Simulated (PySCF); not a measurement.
## A study: F4Si, SMILES `F[Si](F)(F)F`

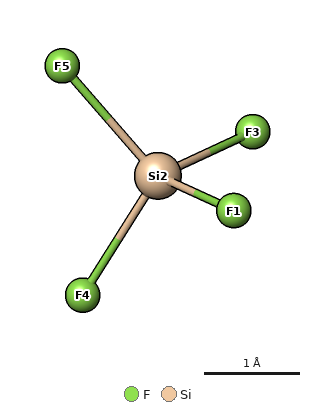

The molecule, with its atoms numbered as below. No frequency check shows the geometry to be a minimum.

Cartesian coordinates (Å):

```
F1       0.9049   -0.9373    0.8687
Si2      0.0000   -0.0002    0.0001
F3       0.9049    0.9374   -0.8688
F4      -0.9049   -0.8694   -0.9365
F5      -0.9049    0.8696    0.9365
```

### 1. Bonding charge

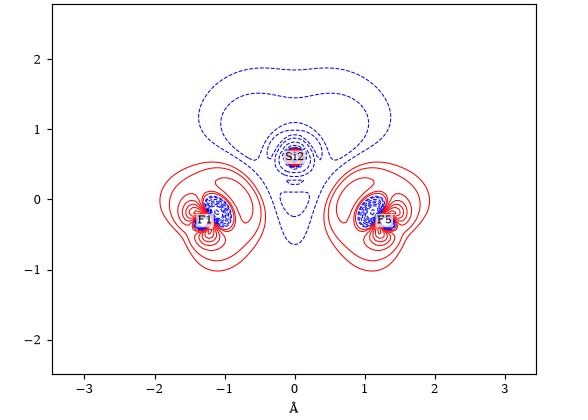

Deformation density (molecule less spherical, spin-averaged free atoms) in the plane of F1, Si2 and F5; contours at ±0.05 to ±0.8 e/Å³; solid red lines: gain, dashed blue lines: loss.

Level of theory: B3LYP/def2-SVPD (PySCF), at a geometry from GFN2-xTB.

Question: How much density has each bond in this plane gained at its critical point, relative to the free atoms?

Answer: F1–Si2 and Si2–F5: +0.01 e/Å³ at the bond critical point (bond length 1.57 Å); up to 0.6 Å beside the axis the gain reaches +0.28 e/Å³. In all, 1.2 electrons gather in the regions of gain relative to the promolecule. A small or negative value marks a very polar bond, one between electron-rich atoms, whose free-atom densities already overlap strongly, a long bond to a heavier atom, or a closed-shell contact such as a hydrogen bond.

Question: Where do the Hirshfeld charges lie?

Answer: The highest Hirshfeld charge is on Si2 (+0.69 e), the lowest on F1, F3, F4 and F5 (−0.17 e).

```
atom  charge (e)
  F1       −0.17
 Si2       +0.69
  F3       −0.17
  F4       −0.17
  F5       −0.17
```

### 2. Electrostatic potential

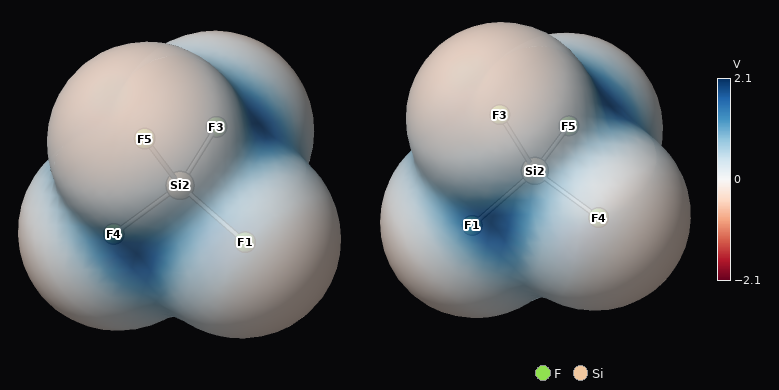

Electrostatic potential on the surface of electron density 0.001 a.u. (back view left, front view right).

Question: Where are the extremes of the potential on the surface?

Answer: Highest: 2.01 V, off the Si2–F3 bond (1.9 to 2.0 Å from its atoms). Lowest: −0.31 V, 1.6 Å from F3, and at like points elsewhere. The surface is sampled at points, so like sites can differ by a few per cent and only the strongest of them is named.

Question: What volume does the surface enclose, and what is the dipole moment?

Answer: About 72 Å³; the dipole moment is 0.0 D.

### 3. In an electric field

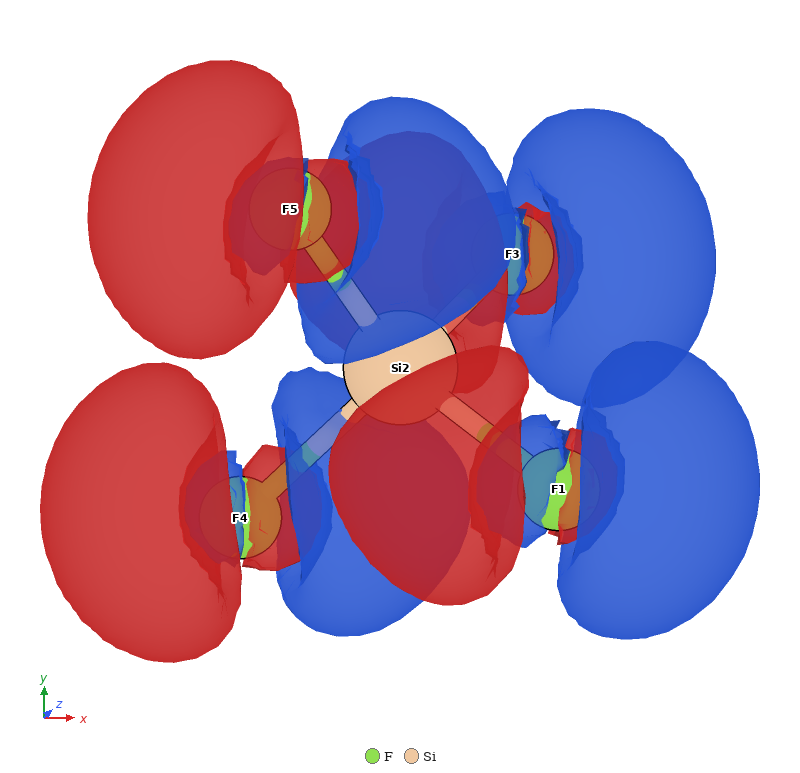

Change of the electron density in a uniform field of 0.21 V/Å, surfaces at ±0.0008 e/Å³ (blue: gain, red: loss).

Method: B3LYP/def2-SVPD; geometry: GFN2-xTB; program: PySCF.

The field was applied in both directions; the picture shows the one opposite to the script's first.

Question: Along which Cartesian direction does the field point?

Answer: Along −x: electrons gather on the +x side, against the field.

Question: What dipole is induced, and what polarisability does it imply?

Answer: The induced dipole is 0.23 D (along the field); α along this axis, from the fields in both directions, is 23 bohr³ (3.4 Å³).
